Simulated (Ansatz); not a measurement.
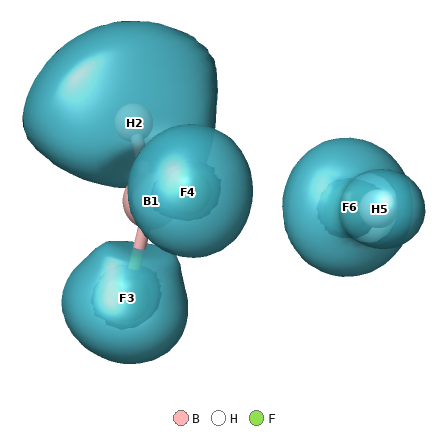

BF$_{2}$H···HF. Isosurface of the ELF at 0.75 (cyan), seen from one side. Only the valence region is drawn (cores and ρ < 0.01 e/Å³ removed).

The reactant side of a reaction path; geometry: PBE0-D4/def2-TZVP.

All numbers below come from RKS PBE0-D4/def2-TZVPP in Ansatz.

The calculation's input:

```
crystal:
  periodic: [false, false, false]
  atoms:
    - {symbol: B, position_ang: [-0.445688, -0.100956, -0.743211]}
    - {symbol: H, position_ang: [0.135255, 0.651285, -1.458231]}
    - {symbol: F, position_ang: [-0.323805, -1.402027, -0.871418]}
    - {symbol: F, position_ang: [-1.314976, 0.346958, 0.147698]}
    - {symbol: H, position_ang: [0.680687, 0.365338, 1.799999]}
    - {symbol: F, position_ang: [1.268627, 0.139402, 1.125262]}
basis:
  gaussian: {orbitals: def2-TZVPP}
hamiltonian: {xc: pbe0, dispersion: d4}
output: {orbitals: {seedname: orbitals}}
```

Run with:

```sh
ansatz run in.yaml --threads 2 --pin off --events-out ev --progress --plain --max-ram 4352MiB
```

Describe the localisation domains.

Answer. The surface consists of one region around a hydrogen nucleus, two regions on F in which the atom's valence shell and bonds are merged and one joined region spread over several atoms (F, H), in which their bonds and any lone pairs are merged.

Values along the shortest contacts:
B1···F6 (2.55 Å): the ELF is about 0.05 at the midpoint. B–F (1.31 Å): the ELF peaks at about 0.85 between the atoms (a polar covalent bond).
